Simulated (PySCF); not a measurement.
**C$_{2}$H$_{7}$F$_{3}$GeSi (SMILES FC(F)(F)[CH2][GeH2][SiH3]): density, localisation and related maps**

```yaml
atoms:
  - { symbol: F, position_ang: [-0.8735, 1.4621, 0.8100] }
  - { symbol: C, position_ang: [-1.6601, 0.6098, 0.1184] }
  - { symbol: F, position_ang: [-1.5793, 1.0104, -1.1664] }
  - { symbol: F, position_ang: [-2.9190, 0.8658, 0.5117] }
  - { symbol: C, position_ang: [-1.2209, -0.8001, 0.2841] }
  - { symbol: Ge, position_ang: [0.5807, -0.9147, -0.5797] }
  - { symbol: Si, position_ang: [2.1599, 0.6486, 0.1974] }
  - { symbol: H, position_ang: [-1.9495, -1.4490, -0.1985] }
  - { symbol: H, position_ang: [-1.2001, -1.0309, 1.3475] }
  - { symbol: H, position_ang: [0.9261, -2.3734, -0.3567] }
  - { symbol: H, position_ang: [0.2580, -0.8978, -2.0538] }
  - { symbol: H, position_ang: [2.0149, 0.8013, 1.6443] }
  - { symbol: H, position_ang: [1.9642, 1.9296, -0.4755] }
  - { symbol: H, position_ang: [3.4979, 0.1377, -0.1053] }
```

Geometry: GFN2-xTB.

The calculation used PBE0/def2-SVPD, SCF density, gas phase in PySCF 2.14.0.

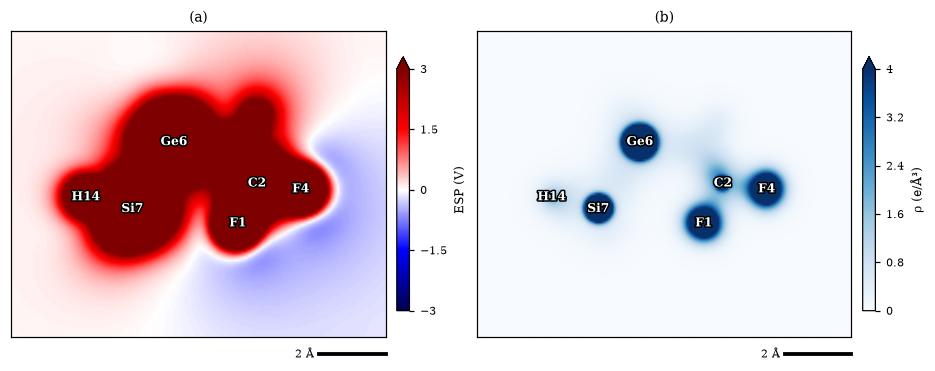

Figure 1. (a) electrostatic potential; (b) total electron density on the plane of atoms Ge6, Si7 and H14.

### Read the bonding off the picture.

- Atoms in the plane: F, C, Ge, Si and H.
- C–F (1.34 Å): ρ is about 2.4 e/Å³ halfway.
- Si–Ge (2.35 Å): ρ is about 0.63 e/Å³ halfway.
- Si–H (1.46 Å): ρ is about 0.79 e/Å³ halfway.
- Outside the dense part of the molecule the potential is most negative (−0.7 V) near F4.

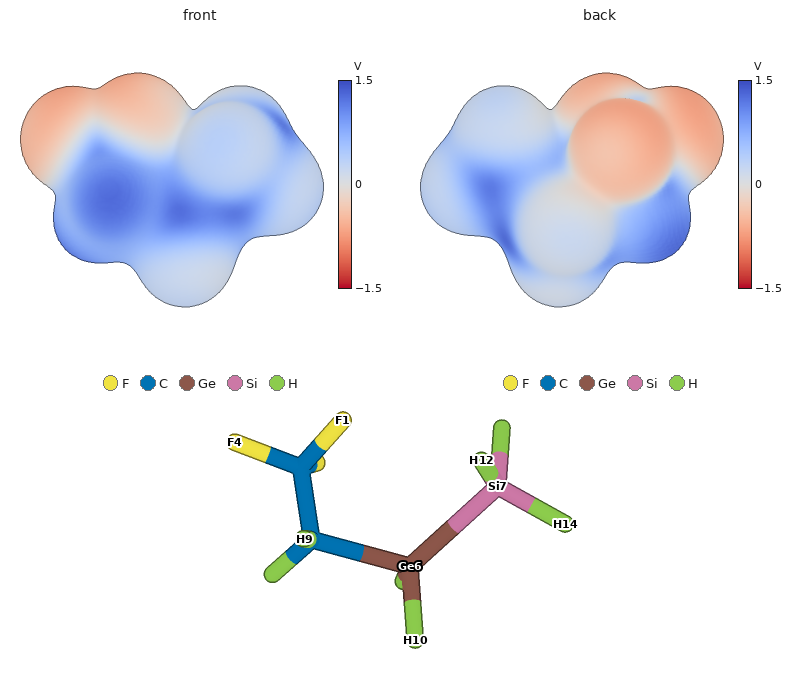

Figure 2. The molecular electrostatic potential painted on the density surface at 0.002 e/bohr³, seen from the front and from behind; red is negative and blue positive. The bare structure is drawn below in the same view.

### Where is the surface potential most negative and most positive?

The most negative region (about −0.7 V, or −16 kcal/mol for a unit charge) lies over F3 and F4, the most positive (about +1.3 V, or +30 kcal/mol for a unit charge) over Ge6, H8 and H9.

### What dipole moment does the calculation give?

Its dipole moment is 2.00 D.
